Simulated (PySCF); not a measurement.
# TcF4: quartet, from a square planar start

Where does quartet TcF4 go from a square planar start, is the end point a minimum, and what are its modes, charges and moments?

Program: PySCF 2.14.0. Level of theory: B3LYP, basis Tc def2-SVP with ECP28, F def2-SVP, scalar-relativistic core potentials, no spin–orbit coupling, density fitting. These are calculated values, not measurements.

### 1 The starting structure

5 atoms, charge 0, spin multiplicity 4.

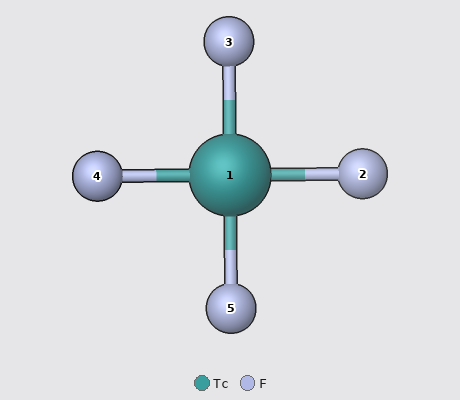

As it starts; technetium teal, fluorine light blue; atoms are numbered from 1 in the order of the file.

Z-matrix (Å, degrees; charge 0 multiplicity 4):
```
Tc
F  1 1.9200
F  1 1.9200 2 90.00
F  1 1.9200 3 90.00 2 180.00
F  1 1.9200 2 90.00 3 180.00
```

### 2 Square planar start, quartet: relaxation

The steps below are one call of a driver around PySCF. For each, scf.py gives the equivalent set-up of the SCF; relaxations use the driver's own optimiser. Before each start the driver seeks the lowest SCF state from one or more starting densities and follows internal instabilities, so scf.py alone need not reach the same state.

The program finds D4h symmetry in the start, which this walk keeps. Threshold on the gradient: 0.0003 Eh/bohr, with a further test on the energy change.

File scf.py:

```python
from pyscf import gto, scf, dft
mol = gto.M(atom='''
Tc    -0.000000     0.000000    -0.000000
F      1.920000     0.000000    -0.000000
F     -0.000000     1.920000    -0.000000
F     -1.920000    -0.000000     0.000000
F      0.000000    -1.920000     0.000000''',
    basis={'Tc': 'def2-SVP', 'F': 'def2-SVP'},
    ecp={'Tc': 'def2-SVP'},
    charge=0, spin=3)
mf = dft.UKS(mol, xc='B3LYP')
mf.grids.atom_grid = (50, 194)
aux = {'Tc': 'def2-universal-JKFIT', 'F': 'def2-universal-JKFIT'}
mf = mf.density_fit(auxbasis=aux)
mf.kernel()
```

Further steps of the session: Vibrations and properties at this point.

**Question.** What will these runs give? Wanted: minimum; geometry; wavenumbers; dipole moment; highest occupied, lowest empty level; polar-tensor charge of Tc1; zero-point energy; atomisation energy; ⟨S²⟩.

The runs gave:

```
                                          quantity                                                                     value
                                           minimum                                                              quartet, D4h
                                          geometry                  Tc–F 1.843 Å (×4); F–Tc–F 90.0° (×4), F–Tc–F 180.0° (×2)
                                wavenumbers (cm⁻¹)  79 (b2u), 198 (eu), 208 (a2u), 297 (b2g), 631 (b1g), 696 (a1g), 727 (eu)
                                     dipole moment                                                                    0.00 D
highest occupied, lowest empty level (either spin)                                                           -9.11, -5.98 eV
                        polar-tensor charge of Tc1                                                                   +2.49 e
                                 zero-point energy                                                               22.5 kJ/mol
                               entropy at 298.15 K                                                           333.8 J/(mol K)
         atomisation energy (no zero-point energy)                                                               1795 kJ/mol
                                              ⟨S²⟩                                                                     3.761
```

The square planar start keeps its D4h symmetry and ends in a minimum. The strongest infrared band lies at 727 cm⁻¹ (eu, stretch). The dipole vanishes although Tc1 carries +2.5 e by the polar tensor: the bond dipoles cancel. Most of the spin sits on Tc1 (Mulliken spin 2.69, against 3 for the whole molecule). Other starts or spin states, not run here, may lie lower. The soft modes, below some 90 cm⁻¹, carry numerical noise of tens of cm⁻¹, and the entropy with them. Open d and f shells are described by one determinant, and the ground state may have another occupation or spin.
